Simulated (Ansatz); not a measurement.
BrH₆NSi₂

Input

```
crystal:
  periodic: [false, false, false]
  atoms:
    - symbol: Br
      position_ang: [-2.541158, 2.166484, -0.645828]
    - symbol: N
      position_ang: [0.654445, 1.150316, -0.999878]
    - symbol: Si
      position_ang: [-0.684581, 1.087597, 0.077131]
    - symbol: Si
      position_ang: [-1.355572, -1.134841, 0.351174]
    - symbol: H
      position_ang: [1.167545, 2.019052, -1.112139]
    - symbol: H
      position_ang: [0.613426, 0.642018, -1.877120]
    - symbol: H
      position_ang: [-0.285254, 1.789891, 1.327960]
    - symbol: H
      position_ang: [-2.585546, -1.196070, 1.195148]
    - symbol: H
      position_ang: [-0.274884, -1.950639, 0.986258]
    - symbol: H
      position_ang: [-1.656465, -1.699989, -1.000925]
basis:
  gaussian: {orbitals: def2-TZVPD}
total_charge: 0
hamiltonian: {xc: pbe0}
output: {forces: true, orbitals: {seedname: orbitals}}
```

Launched as:

```sh
ansatz run input.yaml --threads 2 --pin off --max-ram 4350MiB --events-out events.jsonl --progress --plain --runs-dir runs
```

Geometry: PBE0-D3(BJ)/def2-SVP.

Method: Ansatz, isolated molecule in a Gaussian basis; Kohn-Sham density functional theory, functional PBE0.

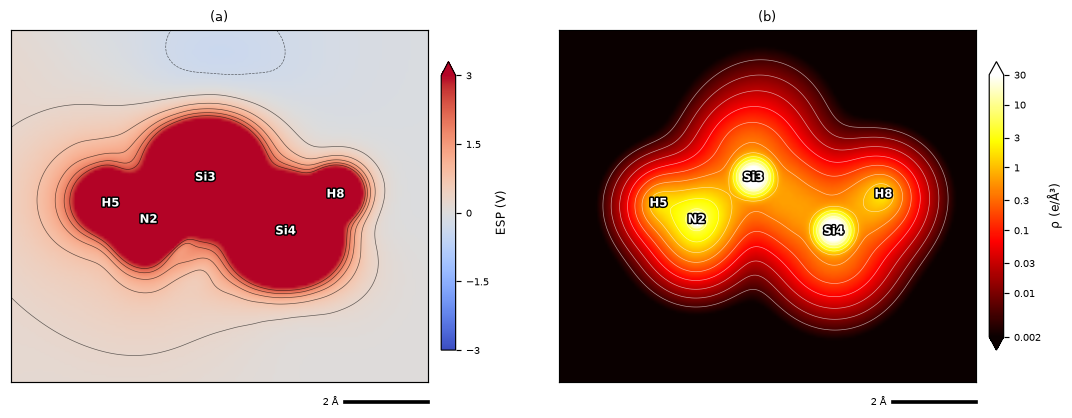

Figure 1. (a) molecular electrostatic potential; (b) total electron density on the plane of atoms N2, Si3 and Si4.

Q: What do the fields say about this system?

A: The plane passes through N, Si and H nuclei. Si–N (1.72 Å): ρ at the midpoint is about 1.1 e/Å³. Si–Si (2.34 Å): ρ at the midpoint is about 0.66 e/Å³. N–H (1.02 Å): ρ at the midpoint is about 2.8 e/Å³. Si–H (1.49 Å): the density is about 0.8 e/Å³ at the midpoint. Outside the dense part of the molecule the potential is most negative (−0.4 V) near Br1, which lies off the plane.

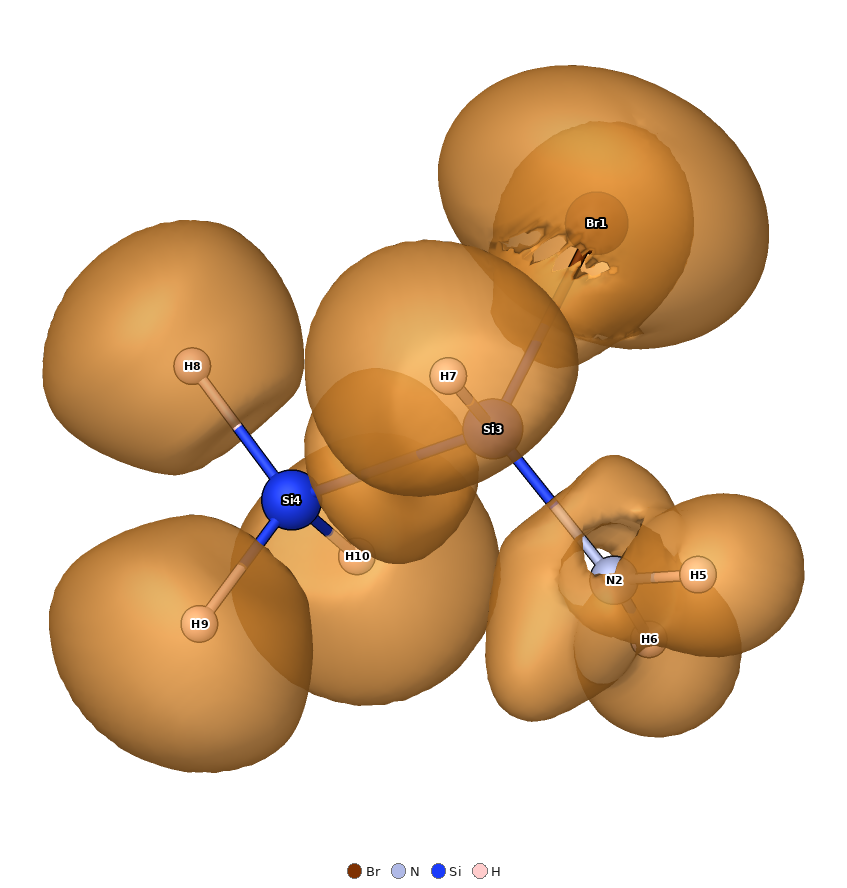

Figure 2. Isosurface of the electron localisation function at 0.75 (orange), seen at a tilt. Core shells and regions of very low density are left out.

Q: Identify the bonds, lone pairs and shells in this picture.

A: The surface consists of one region between bonded Si–Si atoms (shared pairs), four regions around hydrogen nuclei, one region on Br in which the atom's valence shell and bonds are merged and one joined region spread over several atoms (H, N), in which their bonds and any lone pairs are merged.


Si–N (1.72 Å): the ELF peaks at about 0.90 between the atoms: a polar covalent bond. Si–Br (2.27 Å): the ELF peaks at about 0.85 between the atoms, as expected for a shared but strongly polarised pair.

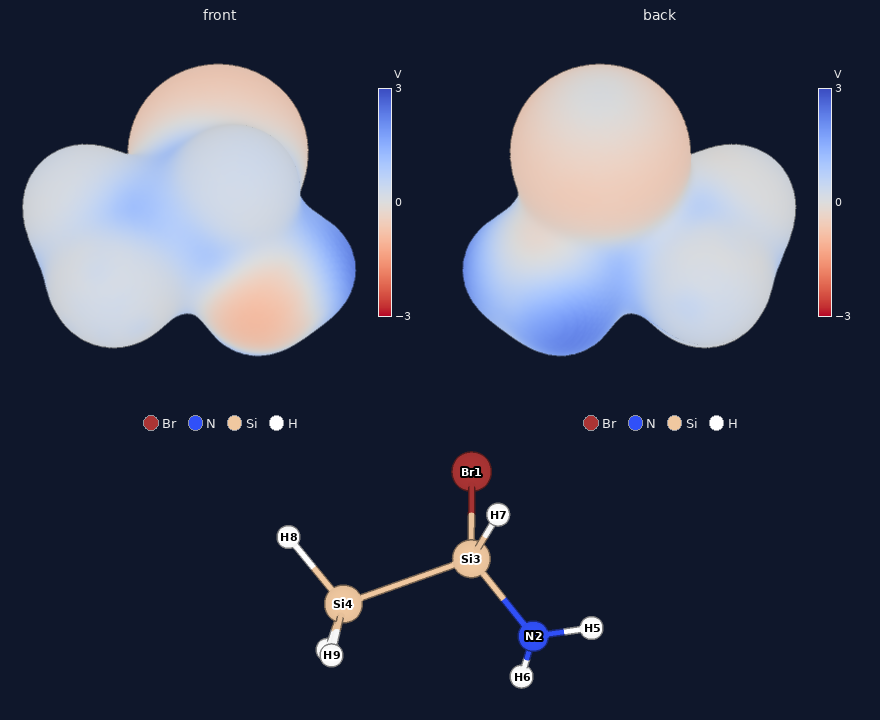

Figure 3. The electrostatic potential painted on the density surface at 0.002 e/bohr³, seen from the front and from behind; red is negative and blue positive. The bare structure is drawn below in the same view.

Q: Where is the surface potential most negative and most positive?

A: The most negative region (about −0.8 V) lies over N2, the most positive (about +2.1 V) over H5 and H6.

Q: How polar is the molecule by this calculation?

A: Its dipole moment is 1.98 D.
